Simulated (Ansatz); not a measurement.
Nudged elastic band of Si3H4OF2 (part 1 of 2)

- system: Si3H4OF2
- method: RKS LDA/def2-SVP (Ansatz 0.2.0)

The run did not end well. It belongs to a series of runs on one base structure; here: band between the two ends.

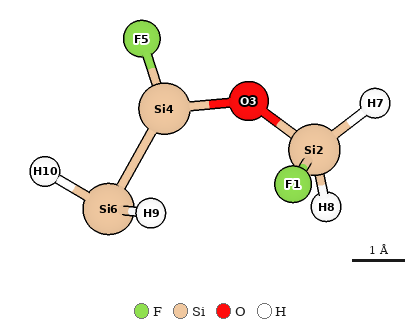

**Figure 1.** The input geometry (ball-and-stick view, seen at a tilt; atoms are numbered from 1 in the order of the input). Bond lengths as drawn: F–Si 1.61 Å, H–Si 1.50 to 1.54 Å, O–Si 1.64 to 1.66 Å and Si–Si 2.23 Å.

**The input**
```yaml
crystal:
  periodic: [false, false, false]
  atoms:
    - { symbol: F, position_ang: [0.018288, -2.254423, -0.140556] }
    - { symbol: Si, position_ang: [-0.727023, -1.280897, -1.190461] }
    - { symbol: O, position_ang: [0.034316, 0.197132, -1.149988] }
    - { symbol: Si, position_ang: [0.554977, 1.254509, -0.003268] }
    - { symbol: F, position_ang: [1.029906, 2.53664, -0.856615] }
    - { symbol: Si, position_ang: [0.019502, 1.08798, 2.155621] }
    - { symbol: H, position_ang: [-0.556112, -1.839052, -2.567183] }
    - { symbol: H, position_ang: [-2.149676, -1.11301, -0.749017] }
    - { symbol: H, position_ang: [0.503811, -0.360293, 1.952315] }
    - { symbol: H, position_ang: [1.355112, 1.720314, 2.552251] }
basis:
  gaussian: { orbitals: def2-SVP }
hamiltonian:
  xc: lda
neb:
  order_check: false
  images: 7
  f_tol: 0.05
  max_iterations: 60
  final_atoms:
    - { symbol: F, position_ang: [0.00980843, -2.32462603, 0.11734692] }
    - { symbol: Si, position_ang: [0.36383079, -2.30530807, -1.49387689] }
    - { symbol: O, position_ang: [0.32199554, -0.6689268, -1.76094188] }
    - { symbol: Si, position_ang: [0.15724591, 0.77240705, -0.92255995] }
    - { symbol: F, position_ang: [1.58728689, 1.52786239, -1.03322275] }
    - { symbol: Si, position_ang: [-0.30139966, 0.38478338, 1.32782614] }
    - { symbol: H, position_ang: [-0.84606241, 1.6018218, -1.67080615] }
    - { symbol: H, position_ang: [-1.58617357, -0.38668101, 1.45680456] }
    - { symbol: H, position_ang: [0.83721483, -0.3659317, 1.95895433] }
    - { symbol: H, position_ang: [-0.46064575, 1.71349899, 2.02357467] }
  initial_path:
    images:
      - { positions_ang: [[0.018288, -2.254423, -0.140556], [-0.727023, -1.280897, -1.190461], [0.034316, 0.197132, -1.149988], [0.554977, 1.254509, -0.003268], [1.029906, 2.53664, -0.856615], [0.019502, 1.08798, 2.155621], [-0.556112, -1.839052, -2.567183], [-2.149676, -1.11301, -0.749017], [0.503811, -0.360293, 1.952315], [1.355112, 1.720314, 2.552251]] }
      - { positions_ang: [[-0.08750922, -2.21412435, -0.12612406], [-0.60300407, -1.29570246, -1.28087335], [0.25879723, 0.06950454, -1.2241019], [0.69344134, 1.18338413, -0.12696582], [0.82697058, 2.4374155, -0.94996242], [-0.00413939, 0.93895576, 2.01665829], [-0.57267557, -1.66180746, -2.66632227], [-1.98037383, -0.7890742, -0.22306614], [0.52829532, -0.43058423, 2.04601337], [1.02329861, 1.71093278, 2.53784329]] }
      - { positions_ang: [[-0.19330645, -2.17382569, -0.11169213], [-0.47898513, -1.31050793, -1.3712857], [0.48327845, -0.05812292, -1.29821579], [0.83190568, 1.11225927, -0.25066364], [0.62403516, 2.338191, -1.04330984], [-0.02778077, 0.78993152, 1.87769557], [-0.58923914, -1.48456293, -2.76546153], [-1.81107166, -0.46513841, 0.30288473], [0.55277963, -0.50087547, 2.13971175], [0.69148523, 1.70155156, 2.52343559]] }
      - { positions_ang: [[-0.29910367, -2.13352704, -0.09726019], [-0.3549662, -1.32531339, -1.46169805], [0.70775968, -0.18575038, -1.37232969], [0.97037002, 1.0411344, -0.37436147], [0.42109974, 2.2389665, -1.13665727], [-0.05142216, 0.64090728, 1.73873286], [-0.60580271, -1.30731839, -2.8646008], [-1.64176949, -0.14120261, 0.82883559], [0.57726395, -0.5711667, 2.23341012], [0.35967184, 1.69217033, 2.50902788]] }
      - { positions_ang: [[-0.4049009, -2.09322839, -0.08282826], [-0.23094726, -1.34011886, -1.5521104], [0.93224091, -0.31337783, -1.44644358], [1.10883436, 0.97000953, -0.49805929], [0.21816432, 2.139742, -1.23000469], [-0.07506354, 0.49188304, 1.59977014], [-0.62236628, -1.13007386, -2.96374006], [-1.47246732, 0.18273319, 1.35478646], [0.60174827, -0.64145794, 2.3271085], [0.02785845, 1.68278911, 2.49462018]] }
      - { positions_ang: [[-0.30122357, -2.1510778, -0.03278446], [-0.08225275, -1.58141616, -1.53755202], [0.77967956, -0.40226507, -1.52506816], [0.87093724, 0.92060891, -0.60418445], [0.56044496, 1.9867721, -1.1808092], [-0.13164757, 0.46510812, 1.53178414], [-0.67829031, -0.44709994, -2.64050658], [-1.50089388, 0.04037964, 1.38029098], [0.66061491, -0.57257638, 2.23506995], [-0.0942676, 1.69046658, 2.3768588]] }
      - { positions_ang: [[-0.19754623, -2.20892721, 0.01725933], [0.06644176, -1.82271346, -1.52299364], [0.62711822, -0.49115231, -1.60369273], [0.63304013, 0.87120829, -0.71030962], [0.9027256, 1.8338022, -1.13161372], [-0.1882316, 0.43833321, 1.46379814], [-0.73421435, 0.23587397, -2.31727311], [-1.52932044, -0.10197391, 1.40579551], [0.71948155, -0.50369482, 2.14303141], [-0.21639365, 1.69814405, 2.25909743]] }
      - { positions_ang: [[-0.0938689, -2.26677662, 0.06730313], [0.21513628, -2.06401076, -1.50843527], [0.47455688, -0.58003956, -1.68231731], [0.39514302, 0.82180767, -0.81643479], [1.24500624, 1.68083229, -1.08241823], [-0.24481563, 0.41155829, 1.39581214], [-0.79013838, 0.91884789, -1.99403963], [-1.557747, -0.24432746, 1.43130003], [0.77834819, -0.43481326, 2.05099287], [-0.3385197, 1.70582152, 2.14133605]] }
      - { positions_ang: [[0.00980843, -2.32462603, 0.11734692], [0.36383079, -2.30530807, -1.49387689], [0.32199554, -0.6689268, -1.76094188], [0.15724591, 0.77240705, -0.92255995], [1.58728689, 1.52786239, -1.03322275], [-0.30139966, 0.38478338, 1.32782614], [-0.84606241, 1.6018218, -1.67080615], [-1.58617357, -0.38668101, 1.45680456], [0.83721483, -0.3659317, 1.95895433], [-0.46064575, 1.71349899, 2.02357467]] }
```

Command:
```bash
ansatz run input.yaml --threads 2 --pin off --max-ram 3072MiB --backend cpu --events-out ev --progress --plain --runs-dir out
```

**Log**
```
Engine: ansatz 0.2.0, x86_64-unknown-linux-gnu
Functional definition: SPW92
  exchange = slater_x
  correlation = pw_c
1259 factors; their error is unknown
mean field evaluation 1: about -31017.4742 eV, gradient 6.4e1 eV
mean field evaluation 2: about -30985.8010 eV, gradient 1.4e2 eV
mean field evaluation 4: about -31024.3180 eV, gradient 1.4e1 eV
mean field evaluation 8: about -31024.9606 eV, gradient 1.3e-1 eV
mean field evaluation 16: about -31024.8502 eV, gradient 9.7e-4 eV
mean field -31024.85020377 eV, -1140.1422155898 hartree, gradient 6.2e-5 eV, S^2 0.000000; 0 other end points of the search recorded, 0 dependent functions left out
the calculation of the forces begins
reference -31024.85024084 eV, -1140.1422169522 hartree; 36, 36 occupied and 80, 80 virtual orbitals, 1259 factors
1259 factors; their error is unknown
mean field evaluation 32: about -31025.5351 eV, gradient 1.5e-2 eV
mean field -31025.53513766 eV, -1140.1673864461 hartree, gradient 6.1e-5 eV, S^2 0.000000; 0 other end points of the search recorded, 0 dependent functions left out
[... from here on the field's lines of each further geometry are left out, up to the last ...]
WARN: NEB end point (image 0): max|allowed force component| = 5.681e-2 eV/Å (the criterion of neb.relax_end_points is 1.000e-2). That is over neb.f_tol: it is no minimum, so the barrier can be far off. Relax it first
NEB iter   1: max|band force component| = 8.555e1 eV/Å  barrier→ = 20.6236 eV  barrier← = 21.3085 eV  Δτ_max = 0.2000 Å  (656 SCF iters)
NEB iter   2: max|band force component| = 1.807e1 eV/Å  barrier→ = 5.6866 eV  barrier← = 6.3715 eV  Δτ_max = 0.2000 Å  (354 SCF iters)
NEB iter   3: max|band force component| = 1.083e1 eV/Å  barrier→ = 3.0189 eV  barrier← = 3.7038 eV  Δτ_max = 0.2000 Å  (324 SCF iters)
NEB iter   4: max|band force component| = 2.780e0 eV/Å  barrier→ = 2.0544 eV  barrier← = 2.7393 eV  Δτ_max = 0.2000 Å  (319 SCF iters)
NEB iter   5: max|band force component| = 1.328e0 eV/Å  barrier→ = 1.8071 eV  barrier← = 2.4920 eV  Δτ_max = 0.2000 Å  (307 SCF iters)
NEB iter   6: max|band force component| = 1.542e0 eV/Å  barrier→ = 1.7456 eV  barrier← = 2.4306 eV  Δτ_max = 0.1003 Å  (318 SCF iters)
NEB iter   7: max|band force component| = 9.544e-1 eV/Å  barrier→ = 1.8098 eV  barrier← = 2.4948 eV  Δτ_max = 0.1002 Å  (298 SCF iters)
NEB iter   8: max|band force component| = 6.296e-1 eV/Å  barrier→ = 1.9457 eV  barrier← = 2.6307 eV  Δτ_max = 0.1004 Å  (275 SCF iters)
NEB iter   9: max|band force component| = 6.662e-1 eV/Å  barrier→ = 2.0100 eV  barrier← = 2.6949 eV  CI = image 3  Δτ_max = 0.2000 Å  (264 SCF iters)
NEB iter  10: max|band force component| = 1.123e0 eV/Å  barrier→ = 1.9530 eV  barrier← = 2.6379 eV  CI = image 3  Δτ_max = 0.1992 Å  (265 SCF iters)
NEB iter  11: max|band force component| = 1.478e0 eV/Å  barrier→ = 1.9703 eV  barrier← = 2.6552 eV  CI = image 3  Δτ_max = 0.2000 Å  (259 SCF iters)
NEB iter  12: max|band force component| = 1.777e0 eV/Å  barrier→ = 2.0020 eV  barrier← = 2.6869 eV  CI = image 3  Δτ_max = 0.2000 Å  (273 SCF iters)
NEB iter  13: max|band force component| = 1.983e0 eV/Å  barrier→ = 2.1602 eV  barrier← = 2.8451 eV  CI = image 3  Δτ_max = 0.2000 Å  (223 SCF iters)
NEB iter  14: max|band force component| = 2.166e0 eV/Å  barrier→ = 2.6334 eV  barrier← = 3.3184 eV  CI = image 3  Δτ_max = 0.2000 Å  (258 SCF iters)
NEB iter  15: max|band force component| = 1.604e0 eV/Å  barrier→ = 2.5344 eV  barrier← = 3.2193 eV  CI = image 3  Δτ_max = 0.1995 Å  (238 SCF iters)
NEB iter  16: max|band force component| = 1.210e0 eV/Å  barrier→ = 2.3172 eV  barrier← = 3.0021 eV  CI = image 3  Δτ_max = 0.2000 Å  (228 SCF iters)
NEB iter  17: max|band force component| = 1.241e0 eV/Å  barrier→ = 2.1987 eV  barrier← = 2.8837 eV  CI = image 3  Δτ_max = 0.2000 Å  (227 SCF iters)
NEB iter  18: max|band force component| = 1.656e0 eV/Å  barrier→ = 2.1129 eV  barrier← = 2.7978 eV  CI = image 3  Δτ_max = 0.1000 Å  (220 SCF iters)
NEB iter  19: max|band force component| = 6.582e-1 eV/Å  barrier→ = 2.0667 eV  barrier← = 2.7516 eV  CI = image 3  Δτ_max = 0.1987 Å  (216 SCF iters)
NEB iter  20: max|band force component| = 6.088e-1 eV/Å  barrier→ = 1.9875 eV  barrier← = 2.6724 eV  CI = image 3  Δτ_max = 0.1993 Å  (221 SCF iters)
NEB iter  21: max|band force component| = 6.199e-1 eV/Å  barrier→ = 1.9017 eV  barrier← = 2.5866 eV  CI = image 3  Δτ_max = 0.1002 Å  (231 SCF iters)
NEB iter  22: max|band force component| = 5.855e-1 eV/Å  barrier→ = 1.8997 eV  barrier← = 2.5847 eV  CI = image 5  Δτ_max = 0.1007 Å  (219 SCF iters)
NEB iter  23: max|band force component| = 6.623e-1 eV/Å  barrier→ = 1.8725 eV  barrier← = 2.5574 eV  CI = image 3  Δτ_max = 0.1000 Å  (215 SCF iters)
NEB iter  24: max|band force component| = 8.269e-1 eV/Å  barrier→ = 1.9307 eV  barrier← = 2.6157 eV  CI = image 5  Δτ_max = 0.1017 Å  (220 SCF iters)
NEB iter  25: max|band force component| = 8.021e-1 eV/Å  barrier→ = 1.8459 eV  barrier← = 2.5308 eV  CI = image 3  Δτ_max = 0.1010 Å  (220 SCF iters)
NEB iter  26: max|band force component| = 9.712e-1 eV/Å  barrier→ = 1.9342 eV  barrier← = 2.6191 eV  CI = image 5  Δτ_max = 0.1986 Å  (219 SCF iters)
NEB iter  27: max|band force component| = 1.037e0 eV/Å  barrier→ = 1.8834 eV  barrier← = 2.5683 eV  CI = image 3  Δτ_max = 0.2000 Å  (231 SCF iters)
NEB iter  28: max|band force component| = 2.271e0 eV/Å  barrier→ = 2.4432 eV  barrier← = 3.1281 eV  CI = image 5  Δτ_max = 0.1991 Å  (233 SCF iters)
NEB iter  29: max|band force component| = 1.804e0 eV/Å  barrier→ = 2.2442 eV  barrier← = 2.9292 eV  CI = image 5  Δτ_max = 0.2000 Å  (229 SCF iters)
NEB iter  30: max|band force component| = 2.149e0 eV/Å  barrier→ = 2.2503 eV  barrier← = 2.9352 eV  CI = image 3  Δτ_max = 0.1986 Å  (229 SCF iters)
NEB iter  31: max|band force component| = 1.534e0 eV/Å  barrier→ = 2.2260 eV  barrier← = 2.9109 eV  CI = image 5  Δτ_max = 0.2000 Å  (230 SCF iters)
NEB iter  32: max|band force component| = 2.203e0 eV/Å  barrier→ = 2.5470 eV  barrier← = 3.2320 eV  CI = image 3  Δτ_max = 0.2000 Å  (241 SCF iters)
NEB iter  33: max|band force component| = 2.126e0 eV/Å  barrier→ = 2.3974 eV  barrier← = 3.0824 eV  CI = image 3  Δτ_max = 0.2000 Å  (234 SCF iters)
NEB iter  34: max|band force component| = 2.501e0 eV/Å  barrier→ = 2.4358 eV  barrier← = 3.1207 eV  CI = image 5  Δτ_max = 0.2000 Å  (220 SCF iters)
NEB iter  35: max|band force component| = 2.771e0 eV/Å  barrier→ = 2.2259 eV  barrier← = 2.9109 eV  CI = image 3  Δτ_max = 0.2000 Å  (223 SCF iters)
NEB iter  36: max|band force component| = 2.050e0 eV/Å  barrier→ = 2.2963 eV  barrier← = 2.9812 eV  CI = image 5  Δτ_max = 0.2000 Å  (239 SCF iters)
NEB iter  37: max|band force component| = 2.498e0 eV/Å  barrier→ = 2.2809 eV  barrier← = 2.9658 eV  CI = image 3  Δτ_max = 0.1975 Å  (231 SCF iters)
NEB iter  38: max|band force component| = 1.806e0 eV/Å  barrier→ = 2.3996 eV  barrier← = 3.0845 eV  CI = image 5  Δτ_max = 0.2000 Å  (222 SCF iters)
NEB iter  39: max|band force component| = 2.444e0 eV/Å  barrier→ = 2.0396 eV  barrier← = 2.7245 eV  CI = image 3  Δτ_max = 0.1963 Å  (234 SCF iters)
NEB iter  40: max|band force component| = 1.374e0 eV/Å  barrier→ = 2.1201 eV  barrier← = 2.8050 eV  CI = image 5  Δτ_max = 0.2000 Å  (230 SCF iters)
NEB iter  41: max|band force component| = 2.792e0 eV/Å  barrier→ = 2.2376 eV  barrier← = 2.9225 eV  CI = image 3  Δτ_max = 0.1979 Å  (250 SCF iters)
NEB iter  42: max|band force component| = 1.690e0 eV/Å  barrier→ = 2.1170 eV  barrier← = 2.8019 eV  CI = image 5  Δτ_max = 0.1999 Å  (222 SCF iters)
NEB iter  43: max|band force component| = 2.711e0 eV/Å  barrier→ = 2.3225 eV  barrier← = 3.0074 eV  CI = image 3  Δτ_max = 0.1990 Å  (230 SCF iters)
NEB iter  44: max|band force component| = 2.235e0 eV/Å  barrier→ = 2.5705 eV  barrier← = 3.2554 eV  CI = image 5  Δτ_max = 0.2000 Å  (221 SCF iters)
NEB iter  45: max|band force component| = 1.983e0 eV/Å  barrier→ = 2.2511 eV  barrier← = 2.9360 eV  CI = image 5  Δτ_max = 0.2000 Å  (230 SCF iters)
NEB iter  46: max|band force component| = 3.037e0 eV/Å  barrier→ = 2.8237 eV  barrier← = 3.5086 eV  CI = image 3  Δτ_max = 0.2000 Å  (227 SCF iters)
NEB iter  47: max|band force component| = 2.617e0 eV/Å  barrier→ = 2.6227 eV  barrier← = 3.3076 eV  CI = image 5  Δτ_max = 0.1990 Å  (225 SCF iters)
NEB iter  48: max|band force component| = 2.659e0 eV/Å  barrier→ = 2.7563 eV  barrier← = 3.4413 eV  CI = image 3  Δτ_max = 0.2000 Å  (232 SCF iters)
NEB iter  49: max|band force component| = 2.721e0 eV/Å  barrier→ = 2.6965 eV  barrier← = 3.3814 eV  CI = image 5  Δτ_max = 0.2000 Å  (226 SCF iters)
NEB iter  50: max|band force component| = 3.127e0 eV/Å  barrier→ = 2.5560 eV  barrier← = 3.2409 eV  CI = image 3  Δτ_max = 0.2000 Å  (246 SCF iters)
NEB iter  51: max|band force component| = 2.451e0 eV/Å  barrier→ = 2.6076 eV  barrier← = 3.2925 eV  CI = image 5  Δτ_max = 0.2000 Å  (235 SCF iters)
NEB iter  52: max|band force component| = 2.279e0 eV/Å  barrier→ = 2.4753 eV  barrier← = 3.1603 eV  CI = image 5  Δτ_max = 0.2000 Å  (237 SCF iters)
NEB iter  53: max|band force component| = 4.191e0 eV/Å  barrier→ = 2.4595 eV  barrier← = 3.1445 eV  CI = image 3  Δτ_max = 0.2000 Å  (246 SCF iters)
NEB iter  54: max|band force component| = 2.520e0 eV/Å  barrier→ = 2.4746 eV  barrier← = 3.1595 eV  CI = image 5  Δτ_max = 0.2000 Å  (242 SCF iters)
NEB iter  55: max|band force component| = 2.350e0 eV/Å  barrier→ = 2.1155 eV  barrier← = 2.8005 eV  CI = image 5  Δτ_max = 0.2000 Å  (242 SCF iters)
NEB iter  56: max|band force component| = 2.679e0 eV/Å  barrier→ = 2.1642 eV  barrier← = 2.8491 eV  CI = image 5  Δτ_max = 0.1025 Å  (241 SCF iters)
NEB iter  57: max|band force component| = 1.298e0 eV/Å  barrier→ = 2.2569 eV  barrier← = 2.9418 eV  CI = image 5  Δτ_max = 0.2000 Å  (226 SCF iters)
NEB iter  58: max|band force component| = 1.505e0 eV/Å  barrier→ = 2.3210 eV  barrier← = 3.0060 eV  CI = image 5  Δτ_max = 0.2000 Å  (238 SCF iters)
NEB iter  59: max|band force component| = 1.646e0 eV/Å  barrier→ = 2.3402 eV  barrier← = 3.0251 eV  CI = image 5  Δτ_max = 0.2000 Å  (246 SCF iters)
the calculation of the forces begins
reference -31023.50580677 eV, -1140.0928099112 hartree; 36, 36 occupied and 80, 80 virtual orbitals, 1259 factors
these checks for a lower state are left out or cut short: starts, cluster_reference, orbital_swaps, neighbouring_geometries, increment
1259 factors; their error is unknown
mean field -31025.42269452 eV, -1140.1632542368 hartree, gradient 1.7e-5 eV, S^2 0.000000; 0 other end points of the search recorded, 0 dependent functions left out
the calculation of the forces begins
reference -31025.42273229 eV, -1140.1632556247 hartree; 36, 36 occupied and 80, 80 virtual orbitals, 1259 factors
NEB iter  60: max|band force component| = 1.449e0 eV/Å  barrier→ = 2.2590 eV  barrier← = 2.9440 eV  CI = image 5  Δτ_max = 0.1988 Å  (234 SCF iters)
```
